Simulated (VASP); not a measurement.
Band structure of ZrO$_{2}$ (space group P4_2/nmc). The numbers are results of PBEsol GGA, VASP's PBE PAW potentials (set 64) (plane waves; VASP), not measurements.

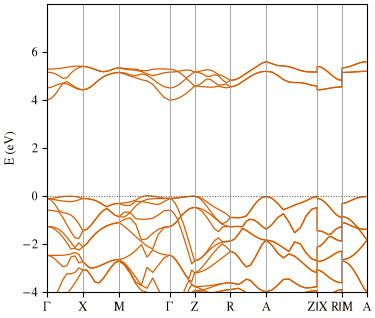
Fig. 1. Bands along high-symmetry lines, zero at the valence-band maximum or, without a gap, the Fermi level

**Question.** Read the plot: is there a gap, and where are the band edges?

**Answer.** The gap is indirect, 3.98 eV, from the valence maximum at M-Γ at 0.56 to the conduction minimum at Γ. (Edges off the drawn lines would not show.)

The structure comes from a computed database's ZrO2 entry (P4_2/nmc); how it stands against other phases isn't given here. It was relaxed first.
